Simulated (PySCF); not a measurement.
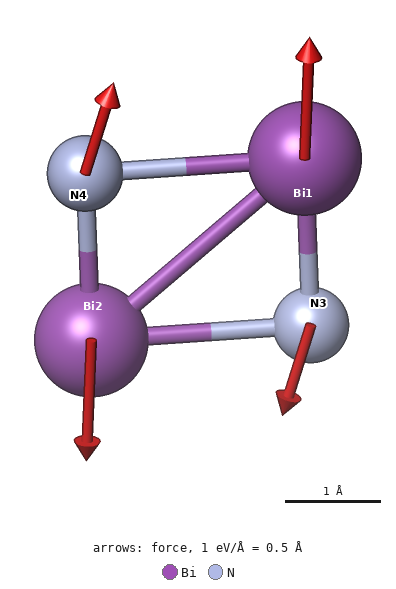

Starting geometry of Bi₂N₂ with the computed forces as red arrows. The picture is a ball-and-stick view, seen at a tilt.

The start is a saddle point found before, displaced along its imaginary mode.

Computed with PySCF 2.14.0, RKS PBE0, Bi def2-SVP with ECP60, N def2-SVP; non-relativistic Hamiltonian with scalar-relativistic core potentials; density fitting. Set-up: symmetry kept (C2h).

Question: Is this structure relaxed? If not, where do the atoms go?

Answer: It isn't relaxed: the largest force vector, on Bi atoms, is 2.84 eV/Å. The final displacements follow the starting forces only in part (cosine between the two patterns 0.84). The energy falls by 27.3 kJ/mol in 5 geometry steps. Largest force component: 2 eV/Å at the start, 0.0029 eV/Å at the end. The largest moves after the best rigid fit, 0.070 Å, are those of Bi1 and Bi2. Largest moves by element: Bi 0.070 Å, N 0.068 Å. Near-neighbour distances that change, for instance: Bi1–N3 1.948 → 2.046 Å, Bi1–N4 2.325 → 2.248 Å, Bi1–Bi2 3.018 → 3.084 Å. Among the angles between lasting bonds that change: Bi2–Bi1–N3 50.4° → 46.8°, N3–Bi1–N4 90.6° → 88.3°, Bi1–N3–Bi2 89.4° → 91.7°. Cost: 14 s on 2 threads of Arm Neoverse V1, with other jobs on the host, peak memory 0.67 GiB.
